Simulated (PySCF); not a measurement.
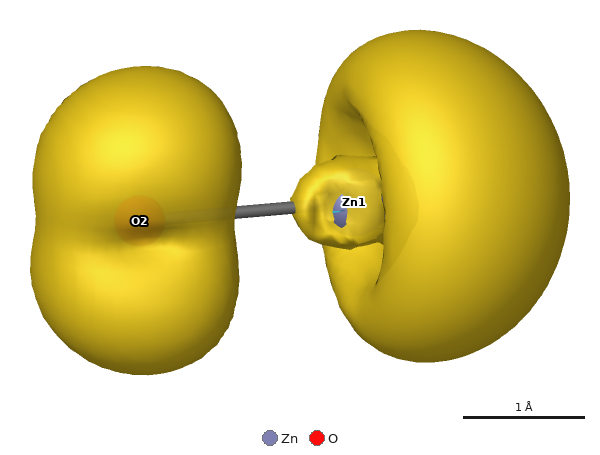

ZnO (triplet). Isosurfaces of the spin density at +0.03 (yellow) and −0.03 e/Å³ (cyan), seen from one side.

Level of theory: PySCF 2.14.0, PBE0/def2-SVPD, non-relativistic Hamiltonian with scalar-relativistic core potentials where named, at a bond length of 1.874 Å.

| atom | x (Å) | y (Å) | z (Å) |
| --- | --- | --- | --- |
| Zn | 0.0000 | 0.0000 | -0.3750 |
| O | 0.0000 | 0.0000 | 1.4990 |

### Which atoms carry the spin?

The unpaired spin (2 electrons) lies mostly on O2 (about 1.1) and Zn1 (about 0.9), in electrons by Hirshfeld's partition.
